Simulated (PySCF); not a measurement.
System: BH₈OPSi₂ (SMILES [SiH3]OBP[SiH3]).

The calculation's input:

```
{"job": {"kind": "nmr", "xc": "PBE0", "basis": "pcSseg-1"}, "charge": 0, "multiplicity": 1}
Si     2.356267     0.862140     0.710270
O      1.477301     0.184166    -0.464786
B      0.512837    -0.555099    -0.957628
P     -0.718002    -1.510502     0.112631
Si    -2.533123    -0.308333    -0.334242
H      1.834694     0.552283     2.045932
H      2.240066     2.290249     0.424917
H      3.688658     0.299766     0.514986
H      0.411953    -0.659267    -2.129057
H     -0.429002    -0.926940     1.330784
H     -3.039048    -0.767729    -1.627320
H     -3.475590    -0.606935     0.743682
H     -2.331400     1.146686    -0.387896
```

Launched as:

```sh
OMP_NUM_THREADS=1 python probes_run.py task.json out
```

Geometry: GFN2-xTB.

Method: PySCF 2.14.0, PBE0/pcSseg-1, SCF density, gas phase, non-relativistic.

**What can the converged electron density and electron localisation function tell about the bonding?**

B–O (1.31 Å): ρ at the midpoint is about 2.3 e/Å³; the ELF peaks at about 0.90 between the atoms: a short, strongly polar bond.
Si–O (1.62 Å): ρ at the midpoint is about 1.1 e/Å³; the ELF peaks at about 0.85 between the atoms, as expected for a polar covalent bond.
B–P (1.89 Å): ρ at the midpoint is about 1 e/Å³; the ELF peaks at about 0.95 between the atoms; a covalent bond.
B–H (1.18 Å): ρ at the midpoint is about 1.3 e/Å³; the ELF climbs to about 1 towards the hydrogen, as it does in any bond to H (an ordinary covalent bond to hydrogen).

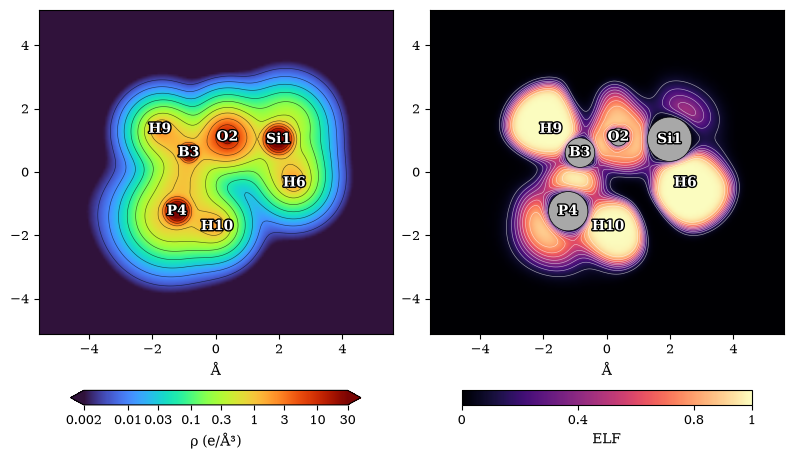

Computed electron density and electron localisation function on the plane of atoms O2, Si1 and H6, in this order. Grey discs cover the atomic cores in the ELF map. 
